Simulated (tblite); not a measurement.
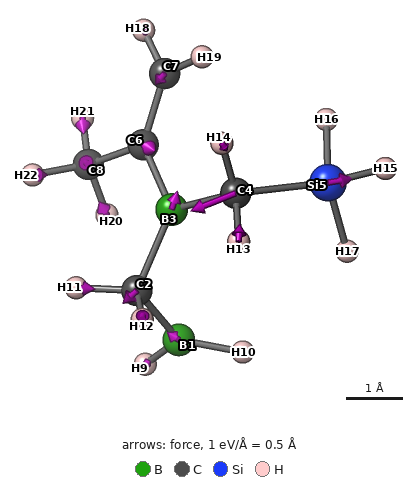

Starting geometry of C5H14B2Si with the computed forces as purple arrows. Style: ball-and-stick. Shown at a tilt.

Theory: GFN2-xTB geometry optimisation, gas phase in tblite 0.8.0. 

Is this structure relaxed? If not, where do the atoms go?

It isn't relaxed: the largest force vector, on C4, is 1.78 eV/Å. The final displacements have little in common with the starting forces (cosine between the two patterns 0.12). The energy falls by 21.8 kJ/mol in 115 geometry steps. The atom that moves furthest after the best rigid fit is H9 (0.95 Å). Largest moves by element: H 0.95 Å, B 0.26 Å, Si 0.21 Å, C 0.13 Å. Near-neighbour distances that change, for instance: C4–Si5 1.857 → 1.911 Å, B3–C4 1.612 → 1.562 Å, B3–C6 1.611 → 1.569 Å, B1–C2 1.596 → 1.561 Å. Bond angles that change, for instance: Si5–C4–H14 110.9° → 106.4°, B3–C4–H13 108.6° → 112.8°, B1–C2–B3 110.9° → 107.2°. Groups turn about B1–C2 by about 35°.
